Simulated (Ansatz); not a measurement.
# NbTlSe3 (model cell, started as cubic perovskite with Nb in the octahedra): a soft mode frozen in, part 2 of 3

Aim: this structure of NbTlSe3 (model cell, started as cubic perovskite with Nb in the octahedra) is to be tested for unstable modes, and one is followed downhill.

Ansatz 0.2.0; DFT PBEsol, scalar-relativistic, plane waves, PAW; PAW set soft_1.

So far, highest frequency on the path or at a solved wavevector (cm⁻¹): step 2 (the dispersion) 284. Also lowest frequency on the path (cm⁻¹): step 2 -131.

The structure was built from a prototype and need not be the compound's stable phase.

### 5. Energy along the mode, all amplitudes (two of the runs are shown above)

An imaginary frequency means negative curvature, so the energy should fall and then rise again as anharmonic terms take over.

This step gave:

- depth at the lowest point sampled: 0.563 meV/atom
- largest atomic shift at that point: 0.04 Å

The energy from the parent by largest atomic shift:

```csv
largest atomic shift (Å),energy from the parent (meV/atom)
0.0000,0
0.0400,-0.563
0.0800,0.301
0.1400,12.2
```

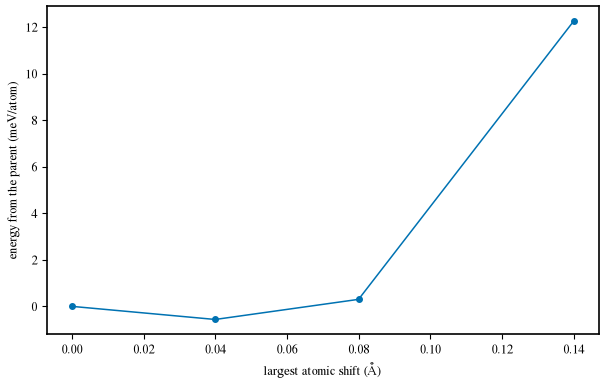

Energy from the parent against largest atomic shift.

Displacement at unit largest shift by atom:

| atom | x (Å) | y (Å) | z (Å) | size |
| --- | --- | --- | --- | --- |
| Tl1 | 0.00 | 0.00 | 0.00 | 0.00 |
| Tl2 | 0.00 | 0.00 | 0.00 | 0.00 |
| Nb3 | 0.00 | 0.00 | 0.00 | 0.00 |
| Nb4 | 0.00 | 0.00 | 0.00 | 0.00 |
| Se5 | 0.00 | 0.00 | -0.52 | 0.52 |
| Se6 | 0.00 | 0.00 | 0.52 | 0.52 |
| Se7 | 0.00 | 1.00 | 0.00 | 1.00 |
| Se8 | 0.00 | -1.00 | 0.00 | 1.00 |
| Se9 | -0.48 | 0.00 | 0.00 | 0.48 |
| Se10 | 0.48 | 0.00 | 0.00 | 0.48 |

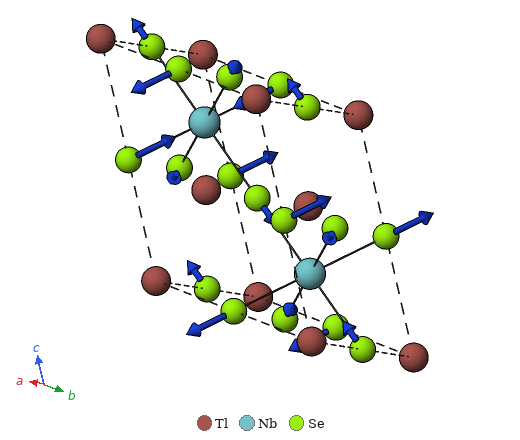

Displacement at unit largest shift as arrows, the longest 1 Å. Some periodic images of atoms are drawn too.

The lowest of the steps tried is at 0.04 Å, 0.563 meV/atom below the parent; the bottom of the well need not coincide with a step.

### 6. Relaxation from the frozen mode

Starting from the lowest point found, all atoms and the cell are let go, so that strain and other modes of the same symmetry can join in.

The input, input.yaml:

```yaml
crystal:
  lattice:
    - [5.0370892205, 5.0370892205, 0.0]
    - [5.0370892205, 0.0, 5.0370892205]
    - [5.0370892205, 0.0, -5.0370892205]
  atoms:
    - { symbol: Tl, position: [0.0, 0.0, 0.0] }
    - { symbol: Tl, position: [0.0, 0.5, 0.5] }
    - { symbol: Nb, position: [0.5, 0.25, 0.75] }
    - { symbol: Nb, position: [0.5, 0.75, 0.25] }
    - { symbol: Se, position: [0.5, -0.0020770209, 0.0020770209] }
    - { symbol: Se, position: [0.5, 0.5020770209, 0.4979229791] }
    - { symbol: Se, position: [0.0079410942, 0.4960294529, -0.0039705471] }
    - { symbol: Se, position: [-0.0079410942, 0.0039705471, 0.5039705471] }
    - { symbol: Se, position: [0.5, -0.0018935262, 0.4981064738] }
    - { symbol: Se, position: [0.5, 0.5018935262, 0.0018935262] }
kpoints:
  mp_grid: { grid: [8, 8, 8] }
hamiltonian:
  xc: pbesol
  pseudopotentials: { kind: paw, azcp: { folder: soft_1 }, xc_functional: pbe }
scf:
  occupations: { method: methfessel_paxton, width: 0.2 }
output:
  forces: true
  stress: true
  eigenvalues: true
relax:
  adjacent_minimum: "off"
  f_tol: 0.002
  max_steps: 120
  cell: { stress_tol: 0.03 }
```

Started as:

```
$ ansatz run input.yaml --threads 4 --pin off --max-ram 16384MiB --backend cpu --events-out ev --progress --plain --runs-dir out
```

Numbers of over 12 decimals in the logs are rounded to 6 here.

Log:

```text
[...]
Crystal: 10 atoms, lattice volume = 255.605 Å³
Basis set: ecut = 420 eV, 5029 PW (Γ), exchange–correlation on 96×96×96 points (8 copies of the dense FFT grid, shifted against one another)
Bands: 89, of which v1, the nominal top of the filled ones, is band 74 counted from 1 (73 counted from 0)
Symmetry: 8 space group operations
[...]
k-points: 95 of 512
[...]
SCF iter   1: F=—  HF=-64137.625760 eV  |F-HF|=—  |Δ(HF+E_count)|=         —  Δρ=3.91e-2  dr2=4.02e0  ethr=3.10e-3  ⟨swp⟩=6.1  Hψ=28737  notcnv=0
[...]
SCF iter  10: F=-64135.908404 eV  HF=-64135.908404 eV  |F-HF|=2.65e-8  |Δ(HF+E_count)|=   3.69e-8  S|Δr|=    0.00e0  Δρ=2.75e-6  dr2=4.58e-8  ethr=6.76e-11  ⟨swp⟩=10.1  Hψ=38381  notcnv=0
SCF 1 converged in 10 iterations: F = -64135.908404 eV  dr2 = 4.58e-8
[...]
relax step   1: F+E_penalty+E_count = -64135.90840439 eV  Δ(F+E_penalty+E_count) = +0.000e0 eV  max|allowed force component| = 1.050e-2 eV/Å  Δτ_max = 0.0000 Å  P = -0.007 GPa  Ω = 255.605 Å³  (10 SCF iters, dr2 threshold 1.00e-7 eV, accepted)
Crystal: 10 atoms, lattice volume = 255.585 Å³
[...]
SCF iter   5: F=-64135.908459 eV  HF=-64135.908459 eV  |F-HF|=4.87e-9  |Δ(HF+E_count)|=   4.39e-9  S|Δr|=    0.00e0  Δρ=1.03e-6  dr2=5.31e-9  ethr=4.65e-12  ⟨swp⟩=4.3  Hψ=30173  notcnv=0
SCF 2 converged in 5 iterations: F = -64135.908459 eV  dr2 = 5.31e-9
[...]
relax step   2: F+E_penalty+E_count = -64135.90845887 eV  Δ(F+E_penalty+E_count) = -5.447e-5 eV  max|allowed force component| = 9.212e-3 eV/Å  Δτ_max = 0.0011 Å  P = +0.003 GPa  Ω = 255.585 Å³  energy of the carried Pulay correction = +1.528e-6 eV  (5 SCF iters, dr2 threshold 6.89e-9 eV, accepted)
Crystal: 10 atoms, lattice volume = 255.633 Å³
[...]
SCF iter   6: F=-64135.908494 eV  HF=-64135.908494 eV  |F-HF|=7.28e-10  |Δ(HF+E_count)|=   2.54e-9  S|Δr|=    0.00e0  Δρ=5.21e-7  dr2=9.06e-10  ethr=3.58e-12  ⟨swp⟩=3.1  Hψ=33044  notcnv=0
SCF 3 converged in 6 iterations: F = -64135.908494 eV  dr2 = 9.06e-10
relax step   3: F+E_penalty+E_count = -64135.90849429 eV  Δ(F+E_penalty+E_count) = -3.543e-5 eV  max|allowed force component| = 4.130e-3 eV/Å  Δτ_max = 0.0026 Å  P = -0.000 GPa  Ω = 255.633 Å³  energy of the carried Pulay correction = -2.132e-6 eV  (6 SCF iters, dr2 threshold 5.30e-9 eV, accepted)
[... from here on, the SCF cycles and remarks between the steps are left out ...]
relax step   4: F+E_penalty+E_count = -64135.90847594 eV  Δ(F+E_penalty+E_count) = +1.835e-5 eV  max|allowed force component| = 1.366e-2 eV/Å  Δτ_max = 0.0013 Å  P = +0.002 GPa  Ω = 255.644 Å³  energy of the carried Pulay correction = -2.984e-6 eV  (6 SCF iters, dr2 threshold 1.07e-9 eV, rejected (line search))
relax step   5: F+E_penalty+E_count = -64135.90849853 eV  Δ(F+E_penalty+E_count) = -4.235e-6 eV  max|allowed force component| = 3.047e-4 eV/Å  Δτ_max = 0.0006 Å  P = +0.002 GPa  Ω = 255.636 Å³  energy of the carried Pulay correction = -2.368e-6 eV  (8 SCF iters, accepted)
relax step   6: F+E_penalty+E_count = -64135.90849805 eV  Δ(F+E_penalty+E_count) = +4.791e-7 eV  max|allowed force component| = 2.580e-4 eV/Å  Δτ_max = 0.0000 Å  P = -0.000 GPa  Ω = 255.643 Å³  energy of the carried Pulay correction = -2.892e-6 eV  (4 SCF iters, accepted)
relax step   7: F+E_penalty+E_count = -64135.90849807 eV  Δ(F+E_penalty+E_count) = -2.640e-8 eV  max|allowed force component| = 2.271e-4 eV/Å  Δτ_max = 0.0000 Å  P = -0.000 GPa  Ω = 255.643 Å³  energy of the carried Pulay correction = -2.885e-6 eV  (4 SCF iters, accepted)
relax step   8: F+E_penalty+E_count = -64135.90850152 eV  Δ(F+E_penalty+E_count) = -3.444e-6 eV  max|allowed force component| = 1.121e-2 eV/Å  Δτ_max = 0.0086 Å  P = +0.010 GPa  Ω = 255.624 Å³  energy of the carried Pulay correction = -1.492e-6 eV  (8 SCF iters, accepted)
relax step   9: F+E_penalty+E_count = -64135.90850173 eV  Δ(F+E_penalty+E_count) = -2.138e-7 eV  max|allowed force component| = 2.826e-3 eV/Å  Δτ_max = 0.0054 Å  P = +0.002 GPa  Ω = 255.638 Å³  energy of the carried Pulay correction = -2.493e-6 eV  (6 SCF iters, dr2 threshold 7.85e-9 eV, accepted)
relax step  10: F+E_penalty+E_count = -64135.90850778 eV  Δ(F+E_penalty+E_count) = -6.052e-6 eV  max|allowed force component| = 4.389e-3 eV/Å  Δτ_max = 0.0033 Å  P = +0.005 GPa  Ω = 255.632 Å³  energy of the carried Pulay correction = -2.040e-6 eV  (7 SCF iters, dr2 threshold 4.99e-10 eV, accepted)
relax step  11: F+E_penalty+E_count = -64135.90851302 eV  Δ(F+E_penalty+E_count) = -5.235e-6 eV  max|allowed force component| = 6.686e-3 eV/Å  Δτ_max = 0.0031 Å  P = +0.007 GPa  Ω = 255.631 Å³  energy of the carried Pulay correction = -1.963e-6 eV  (6 SCF iters, dr2 threshold 1.20e-9 eV, accepted)
relax step  12: F+E_penalty+E_count = -64135.90851282 eV  Δ(F+E_penalty+E_count) = +1.949e-7 eV  max|allowed force component| = 1.075e-2 eV/Å  Δτ_max = 0.0068 Å  P = +0.013 GPa  Ω = 255.636 Å³  energy of the carried Pulay correction = -2.380e-6 eV  (8 SCF iters, dr2 threshold 2.79e-9 eV, accepted)
relax step  13: F+E_penalty+E_count = -64135.90854310 eV  Δ(F+E_penalty+E_count) = -3.028e-5 eV  max|allowed force component| = 4.263e-4 eV/Å  Δτ_max = 0.0034 Å  P = +0.000 GPa  Ω = 255.648 Å³  energy of the carried Pulay correction = -3.300e-6 eV  (6 SCF iters, dr2 threshold 7.22e-9 eV, accepted)
[...]
SCF iter   5: F=-64135.908544 eV  HF=-64135.908544 eV  |F-HF|=1.46e-11  |Δ(HF+E_count)|=  1.46e-11  S|Δr|=    0.00e0  Δρ=2.27e-8  dr2=2.55e-12  ethr=1.00e-12  ⟨swp⟩=3.2  Hψ=30715  notcnv=0
SCF 14 converged in 5 iterations: F = -64135.908544 eV  dr2 = 2.55e-12
relax step  14: F+E_penalty+E_count = -64135.90854383 eV  Δ(F+E_penalty+E_count) = -7.278e-7 eV  max|allowed force component| = 4.318e-4 eV/Å  Δτ_max = 0.0000 Å  P = +0.000 GPa  Ω = 255.648 Å³  stress off target by 9.77e-3 GPa  SCF on the basis re-selected at this cell (its energy is not comparable with the rows above)  (5 SCF iters)
basis re-selected at this cell: Δ(F+E_penalty+E_count) = -7.278e-7 eV, ΔP = -0.000 GPa vs the last step (what re-selecting the basis moved, of the pressure what is left beyond the Pulay correction that the steps carried, after the strain that the cell walked since its last selection, with what the two solves' SCF thresholds leave and, on support functions, any second-order correction that the steps lacked; it is no m [...]
SCF converged after 5 iterations
[...]
Free energy (F): -64135.908544 eV
[...]
Internal energy: -64135.918637 eV  (E = F + TS)
E sigma→0 (E₀):  -64135.911067 eV
Entropy (-TS):   0.010093 eV (1.009 meV/atom)
Fermi energy:    8.908535 eV
[...]
--- Forces (eV/Å), atoms counted from 1 ---
  atom   1  Tl    -0.00000000     0.00000000     0.00000000
  atom   2  Tl     0.00000000     0.00000000    -0.00000000
  atom   3  Nb     0.00000000    -0.00000000    -0.00000000
  atom   4  Nb    -0.00000000    -0.00000000    -0.00000000
  atom   5  Se     0.00000000     0.00000000    -0.00043179
  atom   6  Se    -0.00000000     0.00000000     0.00043179
  atom   7  Se    -0.00000000     0.00027532     0.00000000
  atom   8  Se     0.00000000    -0.00027532    -0.00000000
  atom   9  Se     0.00020899     0.00000000    -0.00000000
  atom  10  Se    -0.00020899     0.00000000     0.00000000
  max |Σ_I F_I| component: 5.42e-20 eV/Å
--- Stress (GPa, compression-positive) ---
        0.009771      -0.000000      -0.000000
       -0.000000      -0.002779       0.000000
       -0.000000       0.000000      -0.005669
  P = ⅓ Tr σ = 0.0004 GPa (0.004 kbar)
--- Band table (eV; the first three rows and the last of 95) ---
  k-point 0: bands = [... 70 lower, 8.0718, 8.2800, 8.2801, 8.2810, 9.1638, 9.1649, 9.1816, 10.0440, ... 11 higher]
  k-point 1: bands = [... 70 lower, 8.0346, 8.4977, 8.5186, 8.6214, 9.0448, 9.0618, 9.1056, 10.1852, ... 11 higher]
  k-point 2: bands = [... 70 lower, 7.8486, 8.6662, 8.6904, 8.8351, 9.0260, 9.0691, 9.1486, 9.9757, ... 11 higher]
  k-point 94: bands = [... 70 lower, 8.0723, 8.1184, 8.2497, 8.2498, 9.1902, 10.0589, 10.4520, 10.4520, ... 11 higher]
--- Relaxed structure (13 steps of the walk, 12 accepted, 1 SCFs on fresh bases) ---
  F+E_penalty+E_count = -64135.90854383 eV   max|allowed force component| = 4.318e-4 eV/Å   (the final SCF, on the basis selected at the relaxed cell)
  cell:  # Å, volume = 255.6482 Å³
    - [5.034372, 5.038911, 0.0]
    - [5.034372, 0.0, 5.038842]
    - [5.034372, 0.0, -5.038842]
  atoms:
    - { symbol: Tl, position: [0, 0, 0] }
    - { symbol: Tl, position: [0, 0.500000, 0.500000] }
    - { symbol: Nb, position: [0.500000, 0.250000, 0.75] }
    - { symbol: Nb, position: [0.500000, 0.75, 0.250000] }
    - { symbol: Se, position: [0.500000, -0.00378379, 0.00378379] }
    - { symbol: Se, position: [0.500000, 0.503784, 0.496216] }
    - { symbol: Se, position: [0.00779046, 0.496105, -0.00389523] }
    - { symbol: Se, position: [-0.00779046, 0.00389523, 0.503895] }
    - { symbol: Se, position: [0.500000, -0.000111944, 0.499888] }
    - { symbol: Se, position: [0.500000, 0.500112, 0.000111944] }
```

Elapsed: 8.6 min, on 4 threads of Arm Neoverse V1, shared host; peak memory 1.8 GiB.

The steps of the relaxation:

| step | energy less that of the first step (eV) | largest force component (eV/Å) | pressure (GPa) | volume (Å³) |
| --- | --- | --- | --- | --- |
| 1 | 0.0000 | 0.0105 | -0.01 | 255.60 |
| 2 | -0.0001 | 0.0092 | 0.00 | 255.58 |
| 3 | -0.0001 | 0.0041 | 0.00 | 255.63 |
| 4 | -0.0001 | 0.0137 | 0.00 | 255.64 |
| 5 | -0.0001 | 0.0003 | 0.00 | 255.64 |
| 6 | -0.0001 | 0.0003 | 0.00 | 255.64 |
| 7 | -0.0001 | 0.0002 | 0.00 | 255.64 |
| 8 | -0.0001 | 0.0112 | 0.01 | 255.62 |
| 9 | -0.0001 | 0.0028 | 0.00 | 255.64 |
| 10 | -0.0001 | 0.0044 | 0.00 | 255.63 |
| 11 | -0.0001 | 0.0067 | 0.01 | 255.63 |
| 12 | -0.0001 | 0.0108 | 0.01 | 255.64 |
| 13 | -0.0001 | 0.0004 | 0.00 | 255.65 |
| 14* | -0.0001 | 0.0004 | 0.00 | 255.65 |

Relaxation steps marked * repeat the geometry before them on a plane-wave basis chosen anew for their cell, so energy and pressure can jump there. Relaxation step 4 was tried and not accepted.

Forces are held to the 8 operations that the run works with; a distortion that breaks them can't arise in this run.

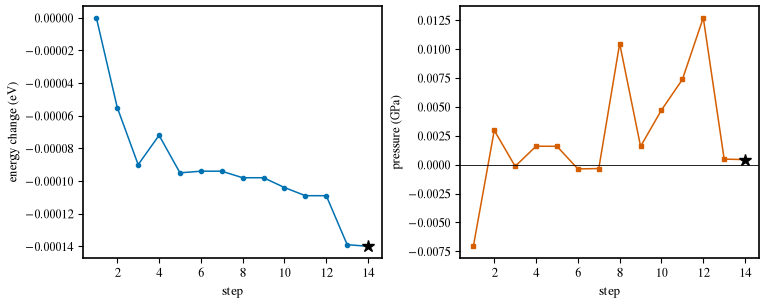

Energy and pressure along the relaxation. Stars mark steps on a basis chosen anew.

| conventional cell, symmetrised | before | after | change |
| --- | --- | --- | --- |
| a (Å) | 7.124 | 7.126 | +0.0 % |
| b (Å) | 7.124 | 7.126 | +0.0 % |
| c (Å) | 10.074 | 10.069 | -0.1 % |
| volume (Å³/atom) | 25.56 | 25.56 | +0.0 % |

The atoms that moved most (Å, as changes of fractional coordinates times the final cell):

```csv
atom,dx,dy,dz,length
Se10,-0.018,0.000,0.000,0.018
Se9,0.018,0.000,0.000,0.018
Se5,0.000,0.000,-0.017,0.017
Se6,0.000,0.000,0.017,0.017
```

This step gave:

```
pressure : 4.41e-4 GPa
```

The distorted start has space group Fmmm; the relaxation ends in I4/mcm.

### 7. The new phase in its own primitive cell

The relaxed structure is symmetrised, reduced to its primitive cell and relaxed tightly, as its phonons need.

input.yaml, the sections that differ from step 6:

```yaml
crystal:
  lattice:
    - [-3.5630238824, 3.5630238824, 5.0343723207]
    - [3.5630238824, -3.5630238824, 5.0343723207]
    - [3.5630238824, 3.5630238824, -5.0343723207]
  atoms:
    - { symbol: Tl, position: [0.75, 0.75, 0.0] }
    - { symbol: Tl, position: [0.25, 0.25, 0.0] }
    - { symbol: Nb, position: [0.5, 0.0, 0.5] }
    - { symbol: Nb, position: [0.0, 0.5, 0.5] }
    - { symbol: Se, position: [0.7537837867, 0.7462162133, 0.5] }
    - { symbol: Se, position: [0.2462162133, 0.2537837867, 0.5] }
    - { symbol: Se, position: [0.2537837867, 0.7537837867, 0.0075675734] }
    - { symbol: Se, position: [0.7462162133, 0.2462162133, 0.9924324266] }
    - { symbol: Se, position: [0.75, 0.25, 0.5] }
    - { symbol: Se, position: [0.25, 0.75, 0.5] }
relax:
  adjacent_minimum: "off"
  f_tol: 0.001
  max_steps: 60
  cell: { stress_tol: 0.01 }
# kpoints, hamiltonian, scf, output: as in step 6
```

Log:

```text
[...]
Crystal: 10 atoms, lattice volume = 255.648 Å³
Basis set: ecut = 420 eV, 5029 PW (Γ), exchange–correlation on 96×96×96 points (8 copies of the dense FFT grid, shifted against one another)
Bands: 89, of which v1, the nominal top of the filled ones, is band 74 counted from 1 (73 counted from 0)
Symmetry: 16 space group operations
[...]
k-points: 59 of 512
[...]
- { symbol: Nb, position: [0.500000, 0, 0.500000] }
    - { symbol: Nb, position: [0, 0.500000, 0.500000] }
    - { symbol: Se, position: [0.753831, 0.746169, 0.500000] }
    - { symbol: Se, position: [0.246169, 0.253831, 0.500000] }
    - { symbol: Se, position: [0.253831, 0.753831, 0.00766142] }
    - { symbol: Se, position: [0.746169, 0.246169, 0.992339] }
    - { symbol: Se, position: [0.750000, 0.250000, 0.500000] }
    - { symbol: Se, position: [0.250000, 0.750000, 0.500000] }
[key lines of the parts left out:]
SCF converged after 6 iterations
Free energy (F): -64135.908545 eV
Fermi energy:    8.908396 eV
P = ⅓ Tr σ = -0.0004 GPa (-0.004 kbar)
```

Wall time 99 s (4 threads); peak memory 1.4 GiB; 6.5 min of CPU time.

Little changed from the start: no atom moved by 0.005 Å and no cell edge by 0.1 %.

Numbers from this step:

```yaml
pressure: -4.37e-4 GPa
```

The largest force component left is 0.37 meV/Å and the pressure is 0.000 GPa, within the tolerances set. The cell now holds 25.56 Å³/atom.

(Continued in part 3 of 3.)

[Logs are printed without paths, hosts, clocks, repeated set-up lines and the standing remarks that a program may print on its own settings, such as how far it seeks lower states.]

[Hosts, paths, dates, database ids (printed as entryN), source tags and the programs' standing remarks are cut or masked in the printed files.]
